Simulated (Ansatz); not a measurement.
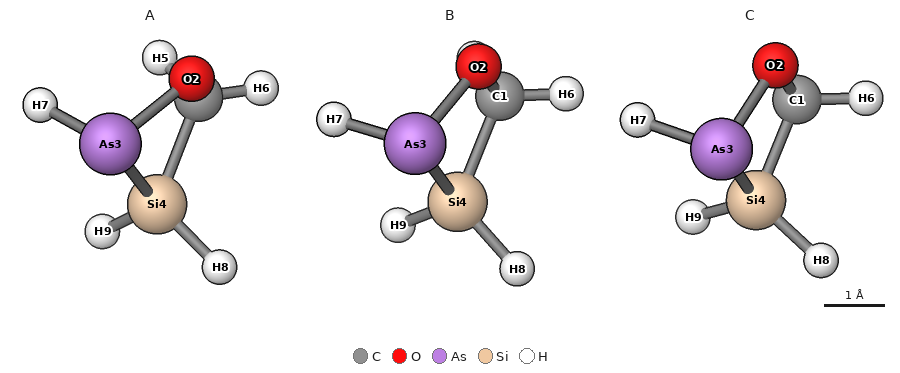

3 geometries from one relaxation of CH5AsOSi (coarse preliminary run), in shuffled order. The picture is a ball-and-stick view, seen at a tilt.

The start comes from a force field.

Theory: RKS PBE-D4/def2-SVP (Ansatz). Settings: force threshold 0.03 eV/Å; at most 200 steps.

> Put them in the order of the run, from the start to the converged end.

C, B, A. They are steps 0, 2, 9, at +71.1 kJ/mol, +4.38 kJ/mol relative to the last. The energy falls by 71.1 kJ/mol in 8 accepted moves (9 points after the start). Largest force component: 3.3 eV/Å at the start, 0.0085 eV/Å at the end. The line search rejected the trial step at point 6 of the run. O2 moves most after the best rigid fit: 0.40 Å. Largest moves by element: O 0.40 Å, H 0.33 Å, As 0.22 Å, Si 0.08 Å, C 0.06 Å. Some distances before and after: As3–Si4 2.204 → 2.411 Å, C1–Si4 1.822 → 1.927 Å, C1–O2 1.372 → 1.441 Å, As3–H7 1.616 → 1.565 Å. Among the angles between lasting bonds that change: H8–Si4–H9 117.5° → 109.4°, O2–C1–Si4 106.2° → 99.3°, C1–O2–As3 100.1° → 106.0°. Groups turn about C1–O2 by about 30°, O2–As3 by about 25°, C1–Si4 by about 20°.
